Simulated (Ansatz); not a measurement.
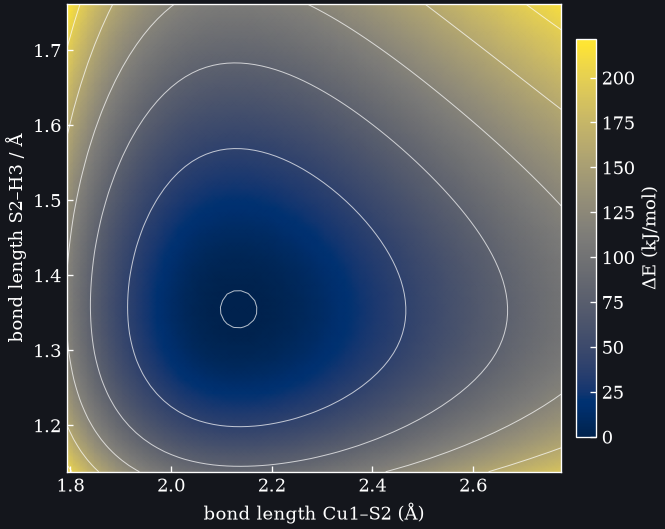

Energy landscape of Cu(SH)2, spin multiplicity 2. First axis: bond length Cu1–S2. Second axis: bond length S2–H3. Nothing is relaxed (all other coordinates rigid). The scan uses a 9 × 9 grid. All energies are given in kJ/mol relative to the lowest grid point. These are results of UKS PBE0-D4/def2-SVP (Ansatz 0.2.0), not measurements.

The picture shows a smooth colour map with a few white contour lines. Between grid points the surface is interpolated. 

Question: What does the map say about the system?

Answer: The lowest grid point is at bond length Cu1–S2 = 2.161 Å, bond length S2–H3 = 1.371 Å. It is the only kind of minimum in the scanned range. The highest grid point, bond length Cu1–S2 = 1.793 Å, bond length S2–H3 = 1.761 Å, lies 221 kJ/mol above the lowest. Round the minimum the two coordinates are nearly uncoupled.

The values on the grid:

```csv
"bond length S2–H3 ↓, bond length Cu1–S2 →",1.793,1.916,2.039,2.161,2.284,2.407,2.529,2.652,2.775
1.761,221,146,115,110,122,141,165,189,213
1.683,193,117,85,81,92,111,135,159,183
1.605,166,90,58,53,63,83,106,131,154
1.527,143,66,33,28,39,58,81,106,129
1.449,126,48,15,9,20,39,62,87,110
1.371,118,39,6,0,10,29,53,77,101
1.294,124,45,11,5,15,34,57,82,105
1.216,151,71,37,31,41,60,83,107,131
1.138,209,128,94,88,97,117,140,164,188
```

The input of one point:

```yaml
crystal:
  periodic: [false, false, false]
  atoms:
    - { symbol: Cu, position_ang: [0.000337, 0.000556, 0.000259] }
    - { symbol: S, position_ang: [-0.076497, 0.018976, 2.159814] }
    - { symbol: H, position_ang: [1.191132, 0.518793, 2.311277] }
    - { symbol: S, position_ang: [0.075171, -0.018555, -2.133003] }
    - { symbol: H, position_ang: [-1.1768, -0.513319, -2.283758] }
magnetization:
  spin_polarized: true
  initial_magnetization: 1
basis:
  gaussian: { orbitals: def2-SVP }
hamiltonian:
  xc: pbe0
  dispersion: d4
output:
  forces: true
```

Time for the 81 points that were run: 11 min on 1 thread of Arm Neoverse V2, with other jobs on the host.
